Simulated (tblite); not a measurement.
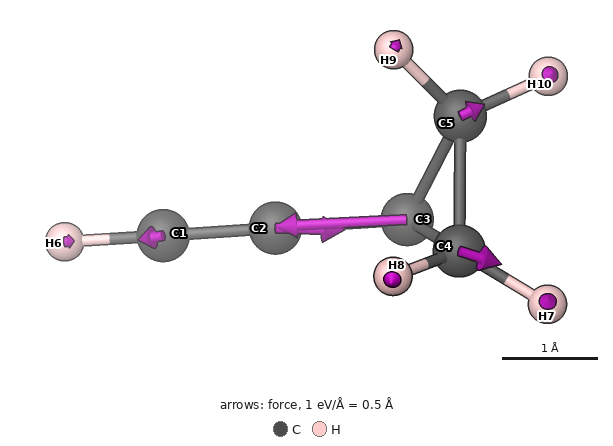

Starting geometry of C5H5 (multiplicity 2) with the computed forces as purple arrows. A ball-and-stick model, seen at a tilt.

Theory: GFN2-xTB geometry optimisation, gas phase (tblite). 

Q: What follows when this structure is relaxed?

A: It isn't relaxed: the largest force vector, on C3, is 2.81 eV/Å. The final displacements have little in common with the starting forces (cosine between the two patterns 0.18). C3 moves most after the best rigid fit: 0.73 Å. By element the largest moves are C 0.73 Å, H 0.64 Å. Among the contacts that change: C2–C3 1.409 → 1.333 Å, C1–C2 1.206 → 1.222 Å, C4–H8 1.071 → 1.084 Å, C1–H6 1.055 → 1.048 Å. Among the angles between lasting bonds that change: C2–C3–C4 120.0° → 148.8°, C2–C3–C5 120.9° → 148.8°, C3–C4–H7 114.7° → 118.7°. Over 41 geometry steps the energy falls by 0.414 eV.
